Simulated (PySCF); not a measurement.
AlH2Cl: several calculations on one system

Part 1: Relaxation

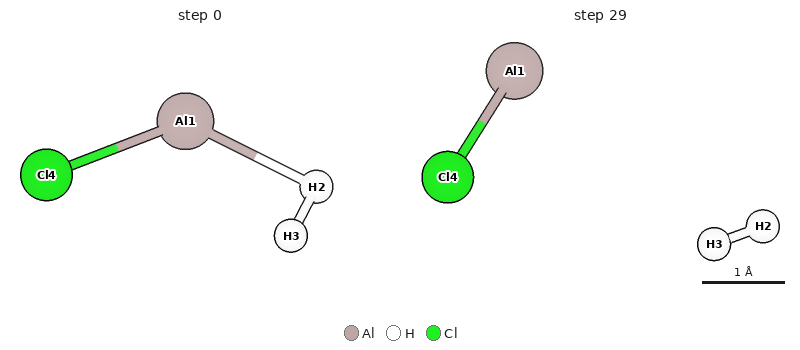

The structure of AlH2Cl (started from a transition state, displaced along its imaginary mode) before (left) and after (right) a relaxation, at one scale.

The picture is a ball-and-stick view, seen from a free direction.

Theory: PySCF, RKS PBE0-D4/def2-TZVP, density fitting. 

### What changed between the two?

After 29 geometry steps the energy has fallen by 26.7 kcal/mol. The largest move after the best rigid fit is that of Al1, 1.10 Å. Largest moves by element: Al 1.10 Å, H 0.79 Å, Cl 0.04 Å. Among the contacts that change: Al1–H2 1.801 → 3.662 Å, Al1–H3 2.100 → 3.440 Å, H2–H3 0.949 → 0.747 Å, Al1–Cl4 2.170 → 2.149 Å. Bonds break, among them: Al1–H2 (1.80 → 3.66 Å). Cost: 49 s on 4 threads of AMD EPYC 9B45, on a shared host.

Part 2: Relaxation

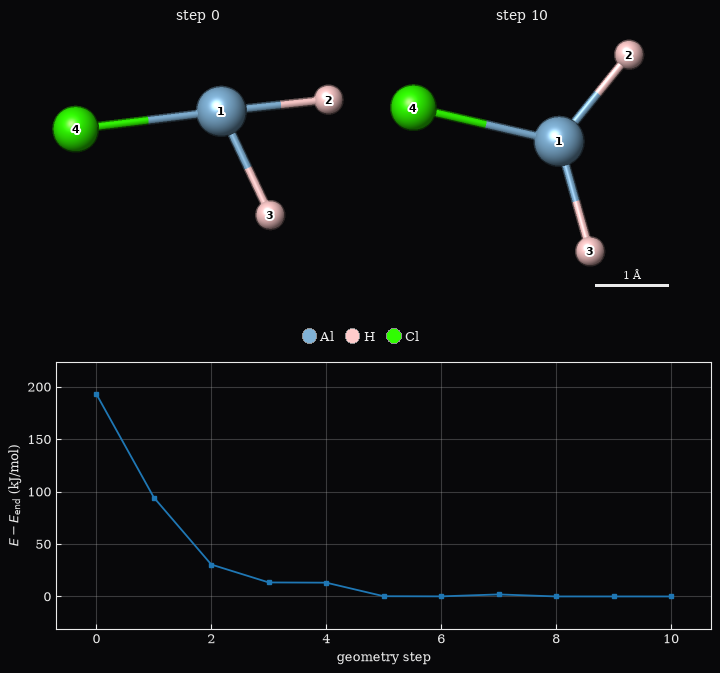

First and last geometry of a relaxation of AlH2Cl (started from a transition state, displaced along its imaginary mode), with the history of the run. Style: ball-and-stick. Shown at a tilt.

Computed with RKS PBE0-D4/def2-TZVP, density fitting (PySCF). 

Read the history and describe the run.

Answer. It converged. Over 10 geometry steps the energy falls by 193.0 kJ/mol. The largest move after the best rigid fit is that of H2, 0.70 Å. Largest moves by element: H 0.70 Å, Al 0.46 Å, Cl 0.36 Å. Near-neighbour distances that change, for instance: Al1–H2 1.528 → 1.575 Å, Al1–Cl4 2.078 → 2.097 Å. Bond angles that change, for instance: H2–Al1–Cl4 179.3° → 117.5°, H2–Al1–H3 71.6° → 125.0°, H3–Al1–Cl4 107.6° → 117.5°. Cost: 18 s on 4 threads of AMD EPYC 9B45, on a shared host.

| step | E − E(0), kJ/mol |
| --- | --- |
| 0 | 0.00 |
| 1 | -98.62 |
| 2 | -162.57 |
| 3 | -179.64 |
| 4 | -179.86 |
| 5 | -192.78 |
| 6 | -192.92 |
| 7 | -191.06 |
| 8 | -192.99 |
| 9 | -193.00 |
| 10 | -193.01 |

Part 3: Reaction

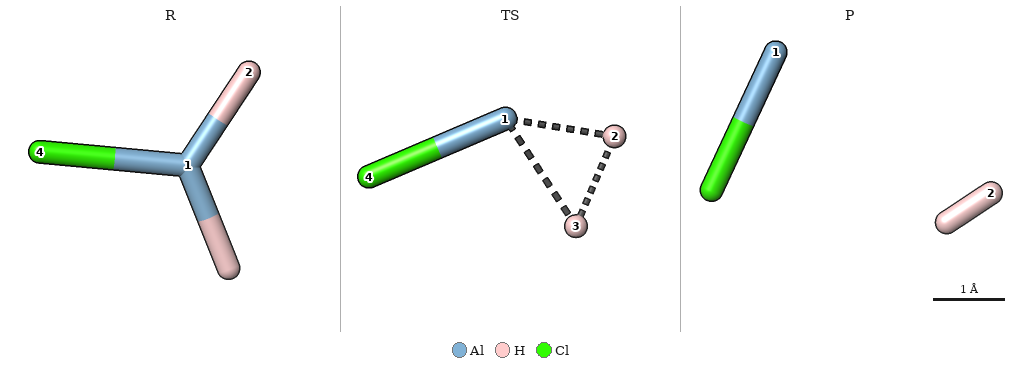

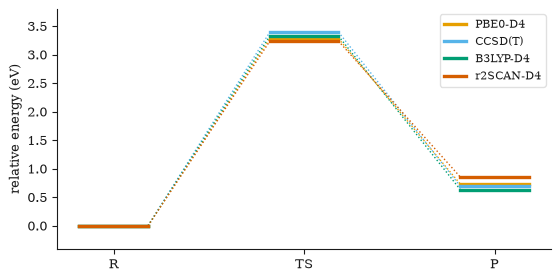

A reaction step of AlH$_{2}$Cl, with its energy diagram. The picture is a stick view, seen at a tilt. Dashed sticks mark bonds that form or break.

Stationary points at PBE0-D4/def2-TZVP, single-point energies with PBE0-D4, CCSD(T), B3LYP-D4, r2SCAN-D4 (def2-TZVPP where no basis is named; PySCF 2.14.0). The energies are electronic, without zero-point or thermal terms, and both ends are the minima reached downhill from the saddle, with any fragments still in contact.

Describe the step and its energetics.

Counted by bonded pieces, R holds AlH₂Cl and P holds AlCl + H₂. From R over the saddle to P, a bond forms: H2–H3 (2.79 → 1.38 → 0.75 Å). Bonds break: Al1–H2 (1.58 → 1.57 → 3.66 Å), Al1–H3 (1.58 → 1.84 → 3.44 Å). The saddle has one imaginary mode, 1529i cm⁻¹. With PBE0-D4 the barrier is 3.28 eV from R and 2.55 eV from P, and P lies 0.73 eV above R. By Pauling bond orders of the changing bonds the saddle lies closer to R, the lower end, against what Hammond's postulate suggests.

| level | barrier from R (eV) | barrier from P (eV) | P less R (eV) |
| --- | --- | --- | --- |
| PBE0-D4 | 3.28 | 2.55 | 0.73 |
| CCSD(T) | 3.40 | 2.70 | 0.69 |
| B3LYP-D4 | 3.33 | 2.69 | 0.64 |
| r2SCAN-D4 | 3.24 | 2.38 | 0.86 |

At 1 of the 3 structures the mean-field solution behind CCSD(T) isn't stable (a lower one of broken symmetry exists), so those energies are less reliable.
